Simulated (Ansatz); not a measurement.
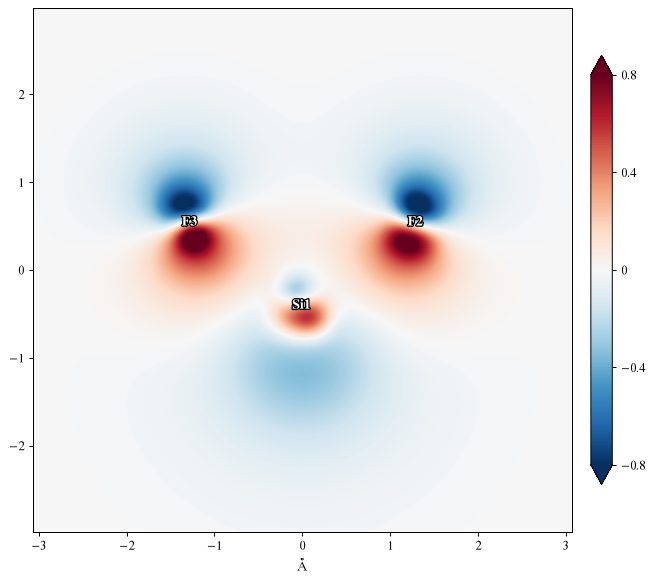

F2H2Si (SMILES [SiH2](F)F). The HOMO−1 on the plane of atoms F2, Si1 and F3 (values in Å⁻³ᐟ²; the overall sign is arbitrary).

Theory: Hartree-Fock, Gaussian basis def2-SVP in Ansatz.

```xyz
5

Si    0.0303   -0.0209    0.0490
F    -1.1444   -0.7711   -0.7302
F     0.2695    1.3762   -0.6861
H     1.2500   -0.8220   -0.0540
H    -0.4054    0.2378    1.4214
```

**Where does this orbital lie, and at what energy?**

By Hirshfeld shares it lies mainly on Si1 (about 35 %), F2 (about 15 %), F3 (about 15 %), H4 (about 15 %) and H5 (about 15 %). Its energy is −16.32 eV.
